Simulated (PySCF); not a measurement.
AlCl₃Li, charge +1, SMILES `[Li+].Cl[Al](Cl)Cl`.

Method: BP86/def2-SVPD; geometry: GFN2-xTB; program: PySCF. The pair's geometry is semi-empirical, so its contact may be too short or too long. GFN2-xTB bond lengths at metals and heavier atoms can be off by up to 0.1 Å and shapes distorted, which carries into these values.

Coordinates in Å:

```
Li1      3.8394   -0.0167    0.0000
Cl2     -1.0497    1.8925    0.0000
Al3     -0.3932    0.0010    0.0000
Cl4     -1.0669   -1.8837    0.0000
Cl5      1.7397   -0.0066    0.0000
```

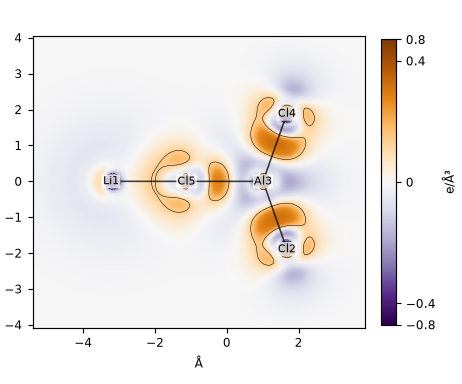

Deformation density (molecule less spherical, spin-averaged free atoms) in the molecular plane; colour scale in e/Å³, logarithmic beyond ±0.1; orange: gain, purple: loss.

> How much density has each bond in this plane gained at its critical point, relative to the free atoms?

Al3–Cl4 and Cl2–Al3: +0.07 e/Å³ at the bond critical point (bond length 2.00 Å); up to 0.6 Å beside the axis the gain reaches +0.18 e/Å³. Li1–Cl5: +0.02 e/Å³ at the bond critical point (bond length 2.10 Å). Al3–Cl5: 0.00 e/Å³ at the bond critical point (bond length 2.13 Å). In all, 0.8 electrons gather in the regions of gain relative to the promolecule of neutral atoms (the regions of loss give up this much and the cation's charge besides). A small or negative value marks a very polar bond, one between electron-rich atoms, whose free-atom densities already overlap strongly, a long bond to a heavier atom, or a closed-shell contact such as a hydrogen bond.

> Where do the Hirshfeld charges lie?

The highest Hirshfeld charge is on Li1 (+0.71 e), the lowest on Cl5 (−0.13 e).

The PySCF run took 12 s on 1 thread of Arm Neoverse V1, with other jobs on the host, peak memory 0.43 GiB.
